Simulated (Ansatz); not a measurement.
System: AlClH5O2Si···HF (doublet).

The calculation's input:

```
crystal:
  periodic: [false, false, false]
  atoms:
    - {symbol: Al, position_ang: [-1.184494, 0.103174, 0.993559]}
    - {symbol: O, position_ang: [-0.051955, -0.447574, -0.260881]}
    - {symbol: Si, position_ang: [-0.266610, -0.736193, -1.879468]}
    - {symbol: Cl, position_ang: [-2.388185, 1.707940, 0.279541]}
    - {symbol: H, position_ang: [1.116047, 0.591624, 1.777846]}
    - {symbol: O, position_ang: [0.213396, 0.920259, 2.054981]}
    - {symbol: H, position_ang: [1.300693, -0.392942, 0.257574]}
    - {symbol: F, position_ang: [2.092844, -0.190822, 0.825744]}
    - {symbol: H, position_ang: [-1.652946, -1.212363, -2.113008]}
    - {symbol: H, position_ang: [0.704070, -1.781725, -2.288171]}
    - {symbol: H, position_ang: [-0.022595, 0.500451, -2.661304]}
    - {symbol: H, position_ang: [0.139533, 0.938272, 3.013487]}
basis:
  gaussian: {orbitals: def2-TZVPP}
magnetization: {spin_polarized: true, initial_magnetization: 1}
hamiltonian: {xc: pbe0, dispersion: d4}
output: {orbitals: {seedname: orbitals}}
```

Command:

```sh
ansatz run in.yaml --threads 4 --pin off --events-out ev --progress --plain --max-ram 66560MiB --backend cuda --devices 0, --max-vram 37GiB
```

The reactant side of a reaction path; geometry: PBE0-D4/def2-TZVP; a saddle point, not a minimum.

Method: UKS PBE0-D4/def2-TZVPP in Ansatz 0.2.0.

> Predict the electron density, electron localisation function and spin density between the atoms.

Al–O (1.94 Å): the density is about 0.52 e/Å³ at the midpoint; the ELF peaks at about 0.90 in the valence shell of O, 0.6 Å from its nucleus, and is about 0.55 at the midpoint.
The unpaired spin (1 electron) lies mostly on Al1 (about 0.8) and Cl4 (about 0.1), in electrons by Hirshfeld's partition.

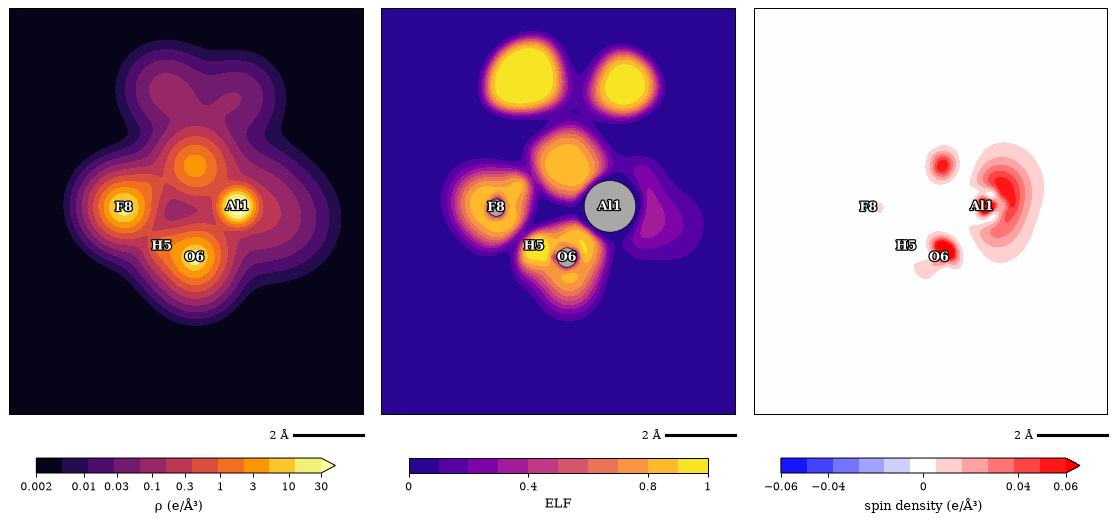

Computed electron density, electron localisation function and spin density on the plane of atoms Al1, O6 and H5, in this order. Grey discs cover the atomic cores in the ELF map. 
